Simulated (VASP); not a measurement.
Band structure of CsI (CsCl type). Computed with PBE GGA, VASP's PBE PAW potentials (set 64) (plane waves; VASP).

Unless said otherwise, spin-orbit coupling is left out, though it shifts the bands of the heavy elements here.

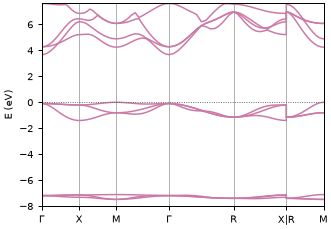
Figure: Bands along high-symmetry lines, zero at the valence-band maximum or, without a gap, the Fermi level

Question: Read the plot: is there a gap, and where are the band edges?

Answer: The gap is indirect, 3.67 eV, from the valence maximum at M to the conduction minimum at Γ. (Edges off the drawn lines would not show.)

Measured: gap 6.20 eV (computed value off by -2.53 eV), as given by Aguado et al., (1998), arXiv:cond-mat/9809176.

The compound is CsI in the CsCl type structure. It was relaxed first, which changed the volume by +7 %.
